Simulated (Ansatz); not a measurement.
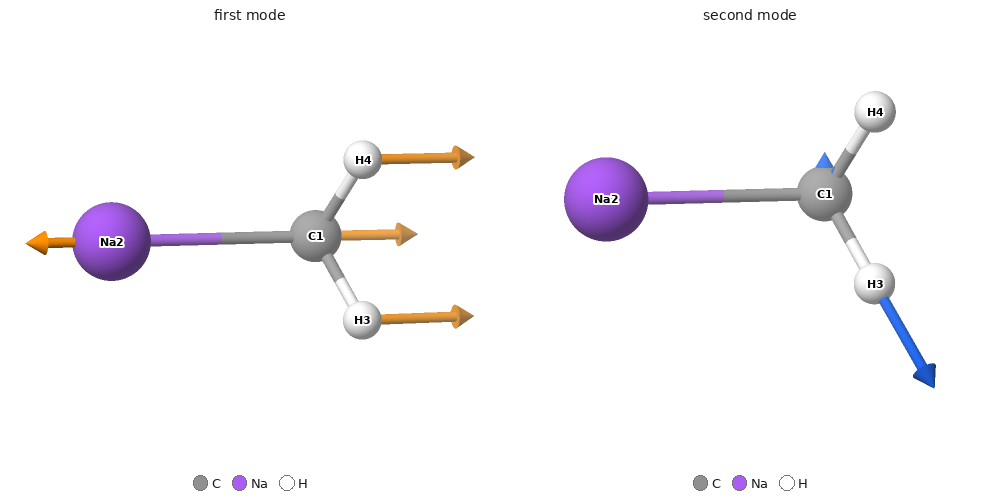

The system is CH2Na, SMILES [CH2-][Na], charge −1; the picture shows the reference structure; its two panels give the patterns of the first and the second mode as arrows. 
- Coordinates scanned: (1) normal mode 1 (337 cm⁻¹); (2) normal mode 6 (2924 cm⁻¹).
- Nothing is relaxed (straight displacements along the two mass-weighted modes).
- Grid: 15 × 15 points; 120 points were computed and 105 follow by symmetry.
- All energies are given in eV relative to the lowest grid point.
- The calculation used Ansatz, RKS PBE0-D4/def2-TZVPD.

Its coordinates:

```xyz
4

C    -0.0317    0.0045   -0.5262
Na    1.4401    0.2005    1.2859
H    -0.8377    0.7578   -0.3644
H    -0.5707   -0.9628   -0.3952
```

Range: normal mode 1 (337 cm⁻¹) from −1.697 to 1.697 amu½·Å; normal mode 6 (2924 cm⁻¹) from −0.195 to 0.195 amu½·Å.

Q: Predict the map.

A: The lowest grid point is at normal mode 1 (337 cm⁻¹) = 0.000 amu½·Å, normal mode 6 (2924 cm⁻¹) = 0.000 amu½·Å. No other kind of well shows on this grid. The highest grid point, normal mode 1 (337 cm⁻¹) = −1.697 amu½·Å, normal mode 6 (2924 cm⁻¹) = −0.195 amu½·Å, lies 1.88 eV above the lowest.

| normal mode 6 (2924 cm⁻¹) ↓, normal mode 1 (337 cm⁻¹) → | −1.697 | −1.455 | −1.212 | −0.970 | −0.727 | −0.485 | −0.242 | 0.000 | 0.242 | 0.485 | 0.727 | 0.970 | 1.212 | 1.455 | 1.697 |
| --- | --- | --- | --- | --- | --- | --- | --- | --- | --- | --- | --- | --- | --- | --- | --- |
| 0.195 | 1.88 | 1.45 | 1.14 | 0.92 | 0.78 | 0.69 | 0.65 | 0.63 | 0.64 | 0.67 | 0.71 | 0.76 | 0.80 | 0.85 | 0.90 |
| 0.167 | 1.71 | 1.28 | 0.97 | 0.75 | 0.61 | 0.52 | 0.47 | 0.46 | 0.47 | 0.50 | 0.54 | 0.58 | 0.63 | 0.68 | 0.73 |
| 0.140 | 1.57 | 1.14 | 0.83 | 0.61 | 0.46 | 0.37 | 0.33 | 0.31 | 0.33 | 0.35 | 0.39 | 0.44 | 0.49 | 0.54 | 0.59 |
| 0.112 | 1.46 | 1.03 | 0.71 | 0.49 | 0.35 | 0.26 | 0.21 | 0.20 | 0.21 | 0.24 | 0.28 | 0.33 | 0.38 | 0.43 | 0.48 |
| 0.084 | 1.37 | 0.94 | 0.63 | 0.41 | 0.26 | 0.17 | 0.12 | 0.11 | 0.12 | 0.15 | 0.19 | 0.24 | 0.29 | 0.34 | 0.39 |
| 0.056 | 1.31 | 0.88 | 0.56 | 0.34 | 0.20 | 0.11 | 0.06 | 0.05 | 0.06 | 0.09 | 0.13 | 0.18 | 0.23 | 0.28 | 0.33 |
| 0.028 | 1.28 | 0.84 | 0.53 | 0.31 | 0.16 | 0.07 | 0.03 | 0.01 | 0.02 | 0.05 | 0.09 | 0.14 | 0.19 | 0.24 | 0.30 |
| 0.000 | 1.27 | 0.83 | 0.52 | 0.30 | 0.15 | 0.06 | 0.01 | 0.00 | 0.01 | 0.04 | 0.08 | 0.13 | 0.18 | 0.23 | 0.29 |
| −0.028 | 1.28 | 0.84 | 0.53 | 0.31 | 0.16 | 0.07 | 0.03 | 0.01 | 0.02 | 0.05 | 0.09 | 0.14 | 0.19 | 0.24 | 0.30 |
| −0.056 | 1.31 | 0.88 | 0.56 | 0.34 | 0.20 | 0.11 | 0.06 | 0.05 | 0.06 | 0.09 | 0.13 | 0.18 | 0.23 | 0.28 | 0.33 |
| −0.084 | 1.37 | 0.94 | 0.63 | 0.41 | 0.26 | 0.17 | 0.12 | 0.11 | 0.12 | 0.15 | 0.19 | 0.24 | 0.29 | 0.34 | 0.39 |
| −0.112 | 1.46 | 1.03 | 0.71 | 0.49 | 0.35 | 0.26 | 0.21 | 0.20 | 0.21 | 0.24 | 0.28 | 0.33 | 0.38 | 0.43 | 0.48 |
| −0.140 | 1.57 | 1.14 | 0.83 | 0.61 | 0.46 | 0.37 | 0.33 | 0.31 | 0.33 | 0.35 | 0.39 | 0.44 | 0.49 | 0.54 | 0.59 |
| −0.167 | 1.71 | 1.28 | 0.97 | 0.75 | 0.61 | 0.52 | 0.47 | 0.46 | 0.47 | 0.50 | 0.54 | 0.58 | 0.63 | 0.68 | 0.73 |
| −0.195 | 1.88 | 1.45 | 1.14 | 0.92 | 0.78 | 0.69 | 0.65 | 0.63 | 0.64 | 0.67 | 0.71 | 0.76 | 0.80 | 0.85 | 0.90 |

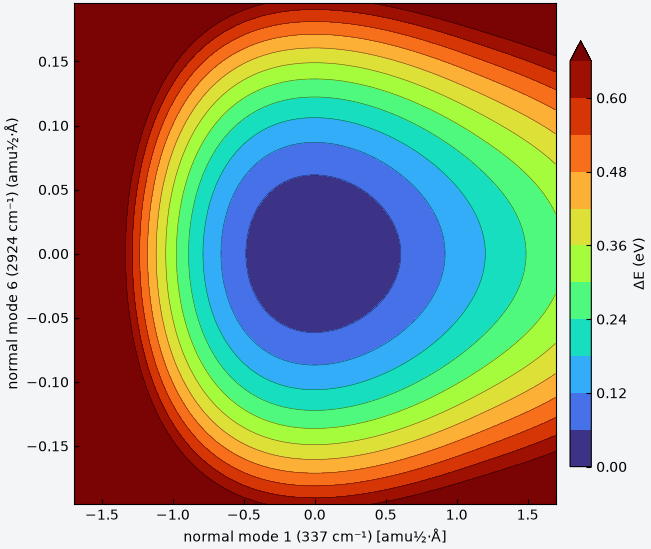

In the figure: filled contours, one colour for all values above the top of the scale. Between grid points the surface is interpolated.

The whole map (120 points run) took 3.4 min on 1 thread of Arm Neoverse V2, on a shared host.
